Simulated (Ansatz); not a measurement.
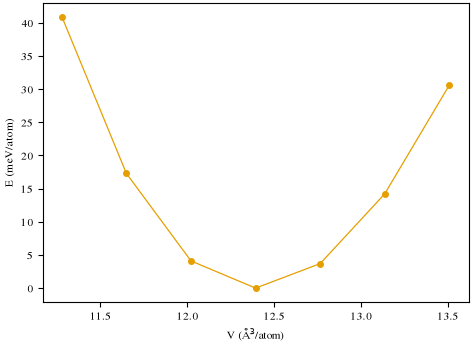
Fig. 1. BeS (NiAs type, space group No. 194) under volume change, the program Ansatz at the r²SCAN level (PAW), shape and atoms relaxed at each volume.

### Question
What does a third-order Birch–Murnaghan fit give for V₀, B₀ and B′?

### Answer
V₀ = 12.39 Å³/atom, B₀ = 112 GPa, B′ = 3.8.

Space group P6_3/mmc (NiAs type). This is a known high-pressure phase of the composition, computed here at zero pressure and temperature. Symmetry was held in the r²SCAN relaxation; whether a distortion lowers the energy is not shown.

Potentials: the later of the program's two PAW sets.
